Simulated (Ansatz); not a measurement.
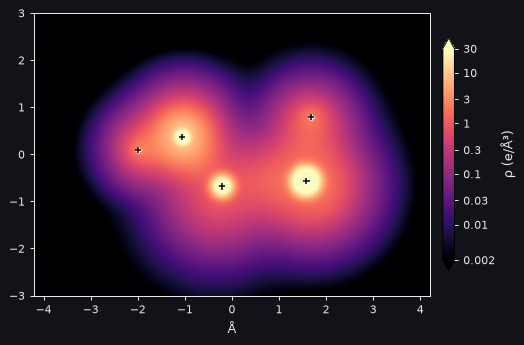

The electron density on a plane through atoms (crosses mark nuclei in the plane).

Level of theory: UKS PBE-D4/def2-SVP in Ansatz 0.2.0.

Candidates:
A. BH2OS (doublet)
B. SiH4···H (doublet)

### Which candidate gave the map?

Candidate A: BH2OS on the molecular plane, which holds O, B, S and H. B–O (1.35 Å): the density is about 2.1 e/Å³ at the midpoint. B–S (1.79 Å): ρ at the midpoint is about 1.2 e/Å³.
